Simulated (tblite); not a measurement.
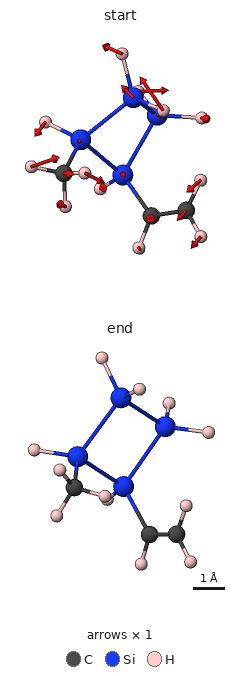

The structure of C3H12Si4 before (top) and after (bottom) a relaxation, at one scale. The red arrows give the displacements, at their true length.

The picture is a ball-and-stick view, seen at a tilt.

Method: GFN2-xTB geometry optimisation, gas phase (tblite 0.8.0). 

**What changed between the two?**

The energy falls by 1.105 eV in 139 geometry steps. The atom that moves furthest after the best rigid fit is an H atom (1.35 Å). By element the largest moves are H 1.35 Å, Si 0.62 Å, C 0.47 Å. Near-neighbour distances that change, for instance: Si–Si 2.213 → 2.366 Å, Si–Si 2.250 → 2.381 Å, Si–Si 2.226 → 2.355 Å, C–Si 1.837 → 1.906 Å. Bond angles that change, for instance: H–Si–H 114.3° → 102.6°, C–Si–H 114.9° → 104.0°, H–Si–H 112.0° → 102.4°. Groups turn about C–Si by about 45°, Si–Si by about 30°, Si–Si by about 25°. The run took 1.5 s on 1 thread of Arm Neoverse V1, with other jobs on the host.
